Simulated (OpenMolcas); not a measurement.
# One shape, several levels: CH2FNOSn (SMILES O=C=[N][SnH2][F])

Aim: a comparison of 6 runs (HF/STO-3G, HF/3-21G, B2PLYP/def2-SVP, B3LYP/def2-SVP, M06-L/def2-SVP, r2SCAN/def2-SVP) of CH2FNOSn. 

The results are computed with OpenMolcas 26.06.

**1. The system as given**

The species is CH2FNOSn (7 atoms), meant as a singlet with charge 0. SMILES: `O=C=[N][SnH2][F]`. One bond was lengthened or shortened from a relaxed shape.

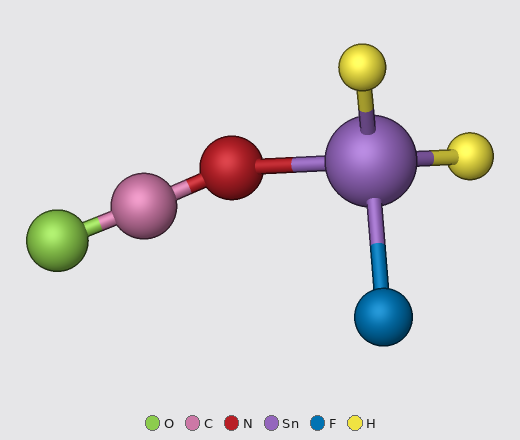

The structure, seen from a chosen angle (oxygen green, carbon pink, nitrogen red, tin purple, fluorine blue, hydrogen yellow).

**2. A single-point energy at HF/STO-3G (run 1)**

The input, input.xyz:

```xyz
7

O     -0.066518    -2.941063    -0.700799
C      0.033682    -1.978563    -0.052999
N      0.134282    -1.029963     0.680201
Sn     0.312582     0.959837     0.549301
F     -0.877100     1.510000    -1.220100
H     -0.463418     1.624337     1.896001
H      1.918982     1.356737     0.187601
```

The input, run.inp:

```
>>> EXPORT MOLCAS_PRINT=2

&GATEWAY
  BasLib
  $CurrDir
  Coord
  input.xyz
  Basis
  STO-3G
  Group
  NoSym

&SEWARD

&SCF
  Thresholds
  1e-10 1e-07 1e-07 1e-05
  PrOrbitals
  1 2
```

The basis set STO-3G is read from a file made from the Basis Set Exchange's data (not shown).

Command:

```console
export MOLCAS_MEM=1860
pymolcas run.inp > run.log
```

The program printed:

```text
--- Start Module: gateway ---
[...]
--- Stop Module: gateway /rc=_RC_ALL_IS_WELL_ ---
--- Start Module: seward ---
[...]
      Basis functions           49
--- Stop Module: seward /rc=_RC_ALL_IS_WELL_ ---
[...]
--- Start Module: scf ---
[...]
       Convergence after  15 Iterations
[...]
::    Total SCF energy                              -6227.4594677223
[...]
      Total spin, S                                     0.0000000000
[...]
      Total electronic charge=   82.000000
      Total            charge=   -0.000000
[...]
      Dipole Moment (debye):
      Origin of the operator (angstrom)=    0.1285    0.3366    0.2321
                   X=  1.3828E+00               Y=  2.8647E+00               Z=  1.7337E+00           Total=  3.6227E+00
      Quadrupole Moment (debye*angstrom):
[...]
--- Stop Module: scf /rc=_RC_ALL_IS_WELL_ ---
[...]
```

Wall time 3.9 s (1 thread of AMD EPYC 7R43 (Zen 3), shared host); peak memory 0.38 GiB.

**3. The energy at HF/3-21G (run 2)**

The input, geom.xyz:

```xyz
7

O     -0.066518    -2.941063    -0.700799
C      0.033682    -1.978563    -0.052999
N      0.134282    -1.029963     0.680201
Sn     0.312582     0.959837     0.549301
F     -0.877100     1.510000    -1.220100
H     -0.463418     1.624337     1.896001
H      1.918982     1.356737     0.187601
```

The input, run.input:

```
>>> EXPORT MOLCAS_PRINT=2

&GATEWAY
 BasLib = $CurrDir
 Coord = geom.xyz
 Basis = 3-21G
 Group = NoSym

&SEWARD

&SCF
 Thresholds = 1e-10 1e-07 1e-07 1e-05
 PrOrbitals = 0
```

The basis set 3-21G is read from a file made from the Basis Set Exchange's data (not shown).

Command:

```console
export MOLCAS_MEM=1860
pymolcas run.input > run.log
```

The program printed:

```text
--- Start Module: gateway ---
[...]
--- Stop Module: gateway /rc=_RC_ALL_IS_WELL_ ---
--- Start Module: seward ---
[...]
      Basis functions           71
--- Stop Module: seward /rc=_RC_ALL_IS_WELL_ ---
[...]
--- Start Module: scf ---
[...]
       Convergence after  14 Iterations
[...]
::    Total SCF energy                              -6262.6048503994
[...]
      Total spin, S                                     0.0000000000
[...]
      Total electronic charge=   82.000000
      Total            charge=   -0.000000
[...]
      Dipole Moment (debye):
      Origin of the operator (angstrom)=    0.1285    0.3366    0.2321
                   X=  2.4484E+00               Y=  2.3840E+00               Z=  3.1953E+00           Total=  4.6785E+00
      Quadrupole Moment (debye*angstrom):
[...]
--- Stop Module: scf /rc=_RC_ALL_IS_WELL_ ---
[...]
```

Wall time 6.6 s (1 thread of AMD EPYC 7R43 (Zen 3), shared host); peak memory 0.42 GiB.

Runs 3 to 4 aren't shown in full; the table further down has their settings and results.

**4. A single-point energy at M06-L/def2-SVP (core potential) (run 5)**

The input, mol.xyz:

```xyz
7

O     -0.066518    -2.941063    -0.700799
C      0.033682    -1.978563    -0.052999
N      0.134282    -1.029963     0.680201
Sn     0.312582     0.959837     0.549301
F     -0.877100     1.510000    -1.220100
H     -0.463418     1.624337     1.896001
H      1.918982     1.356737     0.187601
```

The input, calc.inp:

```
&GATEWAY
  BasLib = $CurrDir
  Coord = mol.xyz
  Basis = def2-SVP
  Group = NoSym

&SEWARD
  GridInput
  Grid=UltraFine
  End of Grid

&SCF
  KSDFT = M06L
  Thresholds = 1e-10 1e-07 1e-07 1e-05
  PrOrbitals = 1 2
```

The basis set def2-SVP is read from a file made from the Basis Set Exchange's data (not shown).

Command:

```console
export MOLCAS_MEM=1860
pymolcas calc.inp > calc.log
```

The program printed:

```text
--- Start Module: gateway ---
[...]
--- Stop Module: gateway /rc=_RC_ALL_IS_WELL_ ---
--- Start Module: seward ---
[...]
      Basis functions           92
--- Stop Module: seward /rc=_RC_ALL_IS_WELL_ ---
[...]
--- Start Module: scf ---
[...]
       Convergence after  20 Iterations
[...]
::    Total KS-DFT energy                            -483.3688553741
[...]
      Total spin, S                                     0.0000000000
[...]
      Total electronic charge=   54.000000
      Total            charge=   -0.000000
[...]
      Dipole Moment (debye):
      Origin of the operator (angstrom)=    0.1285    0.3366    0.2321
                   X=  2.3290E+00               Y=  1.9754E+00               Z=  3.2077E+00           Total=  4.4289E+00
      Quadrupole Moment (debye*angstrom):
[...]
--- Stop Module: scf /rc=_RC_ALL_IS_WELL_ ---
[...]
```

Run time: 42 s. Hardware: 1 thread of AMD EPYC 7R43 (Zen 3), shared host; peak memory 0.51 GiB.

**5. A single-point energy at r2SCAN/def2-SVP (core potential) (run 6)**

mol.xyz is that of step 4.

The input, mol.inp:

```
&gateway
 baslib=$CurrDir
 coord=mol.xyz
 basis=def2-SVP
 group=NoSym

&seward
 gridinput
 Grid=UltraFine
 End of Grid

&scf
 ksdft=2
 1.0 MGGA_X_R2SCAN
 1.0 MGGA_C_R2SCAN
 thresholds=1e-10 1e-07 1e-07 1e-05
 prorbitals=1
```

The basis set def2-SVP is read from a file made from the Basis Set Exchange's data (not shown).

Command:

```console
export MOLCAS_MEM=1860
pymolcas mol.inp > mol.log
```

The program printed:

```text
--- Start Module: gateway ---
[...]
--- Stop Module: gateway /rc=_RC_ALL_IS_WELL_ ---
--- Start Module: seward ---
[...]
      Basis functions           92
--- Stop Module: seward /rc=_RC_ALL_IS_WELL_ ---
[...]
--- Start Module: scf ---
[...]
       Convergence after  20 Iterations
[...]
::    Total KS-DFT energy                            -483.1766943867
[...]
      Total spin, S                                     0.0000000000
[...]
      Total electronic charge=   54.000000
      Total            charge=   -0.000000
[...]
      Dipole Moment (debye):
      Origin of the operator (angstrom)=    0.1285    0.3366    0.2321
                   X=  2.2838E+00               Y=  1.8626E+00               Z=  3.1372E+00           Total=  4.3043E+00
      Quadrupole Moment (debye*angstrom):
[...]
--- Stop Module: scf /rc=_RC_ALL_IS_WELL_ ---
[...]
```

It took 42 s on 1 thread of AMD EPYC 7R43 (Zen 3), shared host; peak memory 0.51 GiB.

**6. Overview of the runs**

```csv
run,level,frozen core orbitals,integration grid,energy (Eh),dipole moment (D),HOMO energy (eV),LUMO energy (eV),wall time
1,HF/STO-3G,–,–,-6227.459468,3.62,-7.90,7.81,3.9 s
2,HF/3-21G,–,–,-6262.604850,4.68,-11.74,2.27,6.6 s
3,B2PLYP/def2-SVP (core potential),8,UltraFine,-482.725771,4.73,-9.97,-0.58,30 s
4,B3LYP/def2-SVP (core potential),–,UltraFine,-483.296295,4.34,-8.40,-2.10,38 s
5,M06-L/def2-SVP (core potential),–,UltraFine,-483.368855,4.43,-7.59,-2.33,42 s
6,r2SCAN/def2-SVP (core potential),–,UltraFine,-483.176694,4.30,-7.64,-2.51,42 s
```

**7. What came out**

```
            quantity          value
 run 6: total energy  -483.17669 Eh
run 6: dipole moment         4.30 D
  run 6: HOMO energy       -7.64 eV
  run 6: LUMO energy       -2.51 eV
run 6: HOMO–LUMO gap        5.13 eV
```

The dipole moment (its size) runs from 3.62 D (HF/STO-3G) to 4.73 D (B2PLYP/def2-SVP). The two ends differ in method and basis and core potential. A double hybrid's value is that of its SCF part. The HOMO–LUMO gap runs from 5.13 eV (r2SCAN/def2-SVP) to 15.70 eV (HF/STO-3G). For B2PLYP the log adds the whole second-order term; the table takes 0.27 of it, as the functional is defined. Totals of different functionals can't be ranked against each other. Some runs of one species differ in core potentials or relativity; totals across that change don't compare. In run 1 the basis is minimal, so the values are rough. In runs 1, 2 relativity is left out where basis or elements ask for it. All runs together took 2.7 min, the longest 42 s.
